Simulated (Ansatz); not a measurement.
# CH$_{7}$BFN: nudged elastic band (part 1 of 2)

CH$_{7}$BFN, computed with RKS B3LYP/6-31G* (Ansatz 0.2.0).

It belongs to a series of runs on one base structure; here: band between the two ends. Figures and captions count atoms from 1; the log counts them from 0 in places.

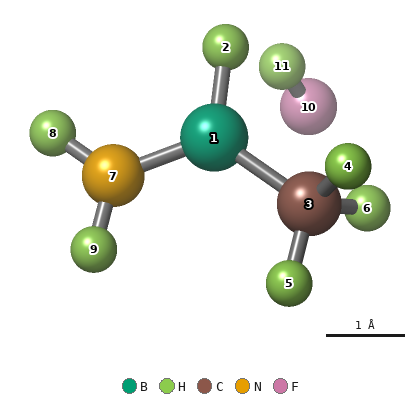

**Figure 1.** The structure as given in the input (ball-and-stick view, seen at a tilt; atoms are numbered from 1 in the order of the input).

### The input
```yaml
crystal:
  periodic: [false, false, false]
  atoms:
    - { symbol: B, position_ang: [-0.117146, -0.215106, -0.184071] }
    - { symbol: H, position_ang: [-0.206865, -0.456168, 1.000333] }
    - { symbol: C, position_ang: [1.288868, 0.022497, -0.84656] }
    - { symbol: H, position_ang: [1.965281, -0.822697, -0.658066] }
    - { symbol: H, position_ang: [1.25155, 0.192079, -1.929977] }
    - { symbol: H, position_ang: [1.757617, 0.90087, -0.381602] }
    - { symbol: "N", position_ang: [-1.322141, -0.183164, -0.883116] }
    - { symbol: H, position_ang: [-2.225036, -0.315655, -0.449084] }
    - { symbol: H, position_ang: [-1.377202, 0.002655, -1.876408] }
    - { symbol: F, position_ang: [0.197122, 2.09021, 1.53542] }
    - { symbol: H, position_ang: [0.031255, 1.168278, 1.61273] }
basis:
  gaussian: { orbitals: "6-31G*" }
hamiltonian:
  xc: b3lyp
neb:
  order_check: false
  images: 7
  f_tol: 0.05
  max_iterations: 60
  final_atoms:
    - { symbol: B, position_ang: [-0.10084665, 0.314724, -0.66867594] }
    - { symbol: H, position_ang: [-0.09516999, 1.16280221, 3.54372033] }
    - { symbol: C, position_ang: [1.35157398, -0.0315755, -1.17291926] }
    - { symbol: H, position_ang: [1.37091528, -0.74590953, -2.00302613] }
    - { symbol: H, position_ang: [1.87233491, 0.87774985, -1.49954299] }
    - { symbol: H, position_ang: [1.95210278, -0.4501883, -0.35518117] }
    - { symbol: "N", position_ang: [-1.27323051, -0.22888071, -1.21374016] }
    - { symbol: H, position_ang: [-1.27350842, -0.88771486, -1.9778905] }
    - { symbol: H, position_ang: [-2.19343241, 0.01008152, -0.86979158] }
    - { symbol: F, position_ang: [-0.24680471, 1.19030086, 0.35565467] }
    - { symbol: H, position_ang: [-0.12063127, 1.17240946, 2.80099172] }
  initial_path:
    images:
      - { positions_ang: [[-0.117146, -0.215106, -0.184071], [-0.206865, -0.456168, 1.000333], [1.288868, 0.022497, -0.84656], [1.965281, -0.822697, -0.658066], [1.25155, 0.192079, -1.929977], [1.757617, 0.90087, -0.381602], [-1.322141, -0.183164, -0.883116], [-2.225036, -0.315655, -0.449084], [-1.377202, 0.002655, -1.876408], [0.197122, 2.09021, 1.53542], [0.031255, 1.168278, 1.61273]] }
      - { positions_ang: [[-0.08709592, -0.15930578, -0.13622444], [-0.15739316, -0.32541572, 1.13678657], [1.31526717, 0.01966346, -0.83055245], [1.91154933, -0.87514063, -0.72110817], [1.25203097, 0.26357183, -1.89238221], [1.85478898, 0.82313816, -0.33782587], [-1.32479685, -0.15087424, -0.85642372], [-2.16444281, -0.45724697, -0.49959881], [-1.43200978, 0.18487717, -1.76667464], [0.08784616, 1.95391056, 1.26604737], [-0.01244108, 1.10662116, 1.57755537]] }
      - { positions_ang: [[-0.05704584, -0.10350557, -0.08837789], [-0.10792132, -0.19466344, 1.27324014], [1.34166634, 0.01682992, -0.8145449], [1.85781766, -0.92758425, -0.78415033], [1.25251194, 0.33506466, -1.85478742], [1.95196096, 0.74540631, -0.29404975], [-1.32745269, -0.11858448, -0.82973144], [-2.10384963, -0.59883893, -0.55011362], [-1.48681757, 0.36709935, -1.65694129], [-0.02142968, 1.81761112, 0.99667474], [-0.05613717, 1.04496432, 1.54238074]] }
      - { positions_ang: [[-0.02699577, -0.04770535, -0.04053133], [-0.05844949, -0.06391117, 1.40969372], [1.3680655, 0.01399638, -0.79853734], [1.804086, -0.98002788, -0.8471925], [1.25299292, 0.40655748, -1.81719263], [2.04913294, 0.66767447, -0.25027362], [-1.33010854, -0.08629472, -0.80303916], [-2.04325644, -0.7404309, -0.60062843], [-1.54162535, 0.54932152, -1.54720793], [-0.13070553, 1.68131169, 0.72730212], [-0.09983325, 0.98330748, 1.50720611]] }
      - { positions_ang: [[0.00305431, 0.00809486, 0.00731523], [-0.00897765, 0.06684111, 1.54614729], [1.39446467, 0.01116284, -0.78252979], [1.75035433, -1.03247151, -0.91023466], [1.25347389, 0.47805031, -1.77959784], [2.14630493, 0.58994262, -0.20649749], [-1.33276439, -0.05400496, -0.77634688], [-1.98266325, -0.88202286, -0.65114324], [-1.59643313, 0.73154369, -1.43747458], [-0.23998137, 1.54501225, 0.45792949], [-0.14352934, 0.92165064, 1.47203148]] }
      - { positions_ang: [[-0.02292093, 0.08475215, -0.16168256], [-0.03052573, 0.34083139, 2.04554055], [1.383742, 0.00047826, -0.88012716], [1.65549457, -0.96083101, -1.18343253], [1.40818914, 0.5779752, -1.70958413], [2.09775439, 0.32990989, -0.24366841], [-1.31788092, -0.0977239, -0.8856952], [-1.80537455, -0.88344586, -0.98283005], [-1.74568295, 0.55117815, -1.29555383], [-0.2416872, 1.4563344, 0.43236079], [-0.13780482, 0.98434035, 1.80427154]] }
      - { positions_ang: [[-0.04889617, 0.16140943, -0.33068036], [-0.05207382, 0.61482166, 2.54493381], [1.37301932, -0.01020633, -0.97772453], [1.56063481, -0.88919052, -1.4566304], [1.5629044, 0.67790008, -1.63957041], [2.04920385, 0.06987716, -0.28083933], [-1.30299745, -0.14144284, -0.99504352], [-1.62808584, -0.88486886, -1.31451687], [-1.89493277, 0.37081261, -1.15363308], [-0.24339304, 1.36765656, 0.40679208], [-0.1320803, 1.04703005, 2.1365116]] }
      - { positions_ang: [[-0.07487141, 0.23806672, -0.49967815], [-0.0736219, 0.88881194, 3.04432707], [1.36229665, -0.02089092, -1.07532189], [1.46577505, -0.81755002, -1.72982827], [1.71761966, 0.77782496, -1.5695567], [2.00065332, -0.19015557, -0.31801025], [-1.28811398, -0.18516177, -1.10439184], [-1.45079713, -0.88629186, -1.64620368], [-2.04418259, 0.19044706, -1.01171233], [-0.24509887, 1.27897871, 0.38122338], [-0.12635579, 1.10971976, 2.46875166]] }
      - { positions_ang: [[-0.10084665, 0.314724, -0.66867594], [-0.09516999, 1.16280221, 3.54372033], [1.35157398, -0.0315755, -1.17291926], [1.37091528, -0.74590953, -2.00302613], [1.87233491, 0.87774985, -1.49954299], [1.95210278, -0.4501883, -0.35518117], [-1.27323051, -0.22888071, -1.21374016], [-1.27350842, -0.88771486, -1.9778905], [-2.19343241, 0.01008152, -0.86979158], [-0.24680471, 1.19030086, 0.35565467], [-0.12063127, 1.17240946, 2.80099172]] }
```

Run as:
```bash
ansatz run input.yaml --threads 1 --pin off --max-ram 2048MiB --backend cpu --events-out ev --progress --plain --runs-dir out
```

### What the program printed
```
Engine: ansatz 0.2.0, aarch64-unknown-linux-gnu
Functional definition: B3LYP
  parameter a0 = 0.2
  parameter ax = 0.72
  parameter ac = 0.81
  exchange = (1 - a0 - ax)*slater_x + ax*b88_x + a0*exact_x
  correlation = (1 - ac)*vwn_rpa_c + ac*lyp_c
859 factors; integrals over basis functions are off by at most 4.3e-4 eV
mean field evaluation 1: about -6026.6742 eV, gradient 6.7e1 eV
mean field evaluation 2: about -6020.1416 eV, gradient 8.6e1 eV
mean field evaluation 4: about -6035.4032 eV, gradient 3.0e0 eV
mean field evaluation 8: about -6035.4306 eV, gradient 3.9e-2 eV
mean field -6035.43060510 eV, -221.7979837756 hartree, gradient 3.1e-5 eV, S^2 0.000000; 0 other end points of the search recorded, 0 dependent functions left out
the calculation of the forces begins
reference -6035.43079326 eV, -221.7979906902 hartree; 17, 17 occupied and 57, 57 virtual orbitals, 859 factors
859 factors; integrals over basis functions are off by at most 1.1e-3 eV
mean field evaluation 16: about -6023.9648 eV, gradient 7.8e1 eV
mean field -6036.96318147 eV, -221.8543049183 hartree, gradient 2.8e-5 eV, S^2 0.000000; 0 other end points of the search recorded, 0 dependent functions left out
[... from here on the field's lines of each further geometry are left out, up to the last ...]
NEB iter   1: max|band force component| = 1.786e1 eV/Å  barrier→ = 3.5217 eV  barrier← = 5.0542 eV  Δτ_max = 0.2000 Å  (217 SCF iters)
NEB iter   2: max|band force component| = 3.219e0 eV/Å  barrier→ = 2.1326 eV  barrier← = 3.6651 eV  Δτ_max = 0.2000 Å  (195 SCF iters)
NEB iter   3: max|band force component| = 2.462e0 eV/Å  barrier→ = 1.4688 eV  barrier← = 3.0014 eV  Δτ_max = 0.2000 Å  (187 SCF iters)
NEB iter   4: max|band force component| = 2.223e0 eV/Å  barrier→ = 1.5152 eV  barrier← = 3.0478 eV  Δτ_max = 0.1985 Å  (184 SCF iters)
NEB iter   5: max|band force component| = 1.139e0 eV/Å  barrier→ = 1.4852 eV  barrier← = 3.0178 eV  Δτ_max = 0.1974 Å  (174 SCF iters)
NEB iter   6: max|band force component| = 1.660e0 eV/Å  barrier→ = 1.3562 eV  barrier← = 2.8887 eV  Δτ_max = 0.1009 Å  (170 SCF iters)
NEB iter   7: max|band force component| = 5.297e-1 eV/Å  barrier→ = 1.2867 eV  barrier← = 2.8192 eV  CI = image 3  Δτ_max = 0.1982 Å  (166 SCF iters)
NEB iter   8: max|band force component| = 9.876e-1 eV/Å  barrier→ = 1.3127 eV  barrier← = 2.8453 eV  CI = image 3  Δτ_max = 0.1025 Å  (174 SCF iters)
NEB iter   9: max|band force component| = 3.693e-1 eV/Å  barrier→ = 1.2379 eV  barrier← = 2.7705 eV  CI = image 3  Δτ_max = 0.1862 Å  (169 SCF iters)
NEB iter  10: max|band force component| = 6.759e-1 eV/Å  barrier→ = 1.2131 eV  barrier← = 2.7457 eV  CI = image 3  Δτ_max = 0.0936 Å  (177 SCF iters)
NEB iter  11: max|band force component| = 5.025e-1 eV/Å  barrier→ = 1.1830 eV  barrier← = 2.7156 eV  CI = image 3  Δτ_max = 0.1840 Å  (169 SCF iters)
NEB iter  12: max|band force component| = 6.958e-1 eV/Å  barrier→ = 1.2130 eV  barrier← = 2.7455 eV  CI = image 3  Δτ_max = 0.1850 Å  (171 SCF iters)
NEB iter  13: max|band force component| = 1.819e-1 eV/Å  barrier→ = 1.1834 eV  barrier← = 2.7160 eV  CI = image 3  Δτ_max = 0.1854 Å  (175 SCF iters)
NEB iter  14: max|band force component| = 3.518e-1 eV/Å  barrier→ = 1.1986 eV  barrier← = 2.7312 eV  CI = image 3  Δτ_max = 0.0932 Å  (176 SCF iters)
NEB iter  15: max|band force component| = 1.118e-1 eV/Å  barrier→ = 1.1959 eV  barrier← = 2.7284 eV  CI = image 3  Δτ_max = 0.0714 Å  (173 SCF iters)
NEB iter  16: max|band force component| = 2.310e-1 eV/Å  barrier→ = 1.1969 eV  barrier← = 2.7294 eV  CI = image 3  Δτ_max = 0.0323 Å  (174 SCF iters)
NEB iter  17: max|band force component| = 1.129e-1 eV/Å  barrier→ = 1.1957 eV  barrier← = 2.7282 eV  CI = image 3  Δτ_max = 0.0248 Å  (156 SCF iters)
NEB iter  18: max|band force component| = 1.264e-1 eV/Å  barrier→ = 1.1946 eV  barrier← = 2.7272 eV  CI = image 3  Δτ_max = 0.0124 Å  (157 SCF iters)
NEB iter  19: max|band force component| = 1.164e-1 eV/Å  barrier→ = 1.1943 eV  barrier← = 2.7269 eV  CI = image 3  Δτ_max = 0.0124 Å  (147 SCF iters)
NEB iter  20: max|band force component| = 6.466e-2 eV/Å  barrier→ = 1.1935 eV  barrier← = 2.7261 eV  CI = image 3  Δτ_max = 0.0124 Å  (150 SCF iters)
NEB iter  21: max|band force component| = 5.744e-2 eV/Å  barrier→ = 1.1930 eV  barrier← = 2.7256 eV  CI = image 3  Δτ_max = 0.0248 Å  (145 SCF iters)
NEB iter  22: max|band force component| = 2.899e-2 eV/Å  barrier→ = 1.1925 eV  barrier← = 2.7251 eV  CI = image 3  Δτ_max = 0.0319 Å  (292 SCF iters)
NEB iter  23: max|band force component| = 1.302e-1 eV/Å  barrier→ = 1.1928 eV  barrier← = 2.7253 eV  CI = image 3  Δτ_max = 0.0160 Å  (24 SCF iters)
NEB iter  24: max|band force component| = 7.453e-2 eV/Å  barrier→ = 1.1921 eV  barrier← = 2.7247 eV  CI = image 3  Δτ_max = 0.0160 Å  (149 SCF iters)
NEB iter  25: max|band force component| = 1.183e-1 eV/Å  barrier→ = 1.1924 eV  barrier← = 2.7250 eV  CI = image 3  Δτ_max = 0.0080 Å  (150 SCF iters)
NEB iter  26: max|band force component| = 9.208e-2 eV/Å  barrier→ = 1.1924 eV  barrier← = 2.7250 eV  CI = image 3  Δτ_max = 0.0080 Å  (139 SCF iters)
NEB iter  27: max|band force component| = 7.704e-2 eV/Å  barrier→ = 1.1922 eV  barrier← = 2.7248 eV  CI = image 3  Δτ_max = 0.0159 Å  (143 SCF iters)
the calculation of the forces begins
reference -6036.95549192 eV, -221.8540223327 hartree; 17, 17 occupied and 57, 57 virtual orbitals, 859 factors
859 factors; integrals over basis functions are off by at most 4.5e-4 eV
mean field -6034.23904275 eV, -221.7541946669 hartree, gradient 4.1e-5 eV, S^2 0.000000; 1 other end points of the search recorded, 0 dependent functions left out
the calculation of the forces begins
reference -6034.23923100 eV, -221.7542015852 hartree; 17, 17 occupied and 57, 57 virtual orbitals, 859 factors
NEB iter  28: max|band force component| = 4.351e-2 eV/Å  barrier→ = 1.1916 eV  barrier← = 2.7241 eV  CI = image 3  Δτ_max = 0.0000 Å  (325 SCF iters)
```
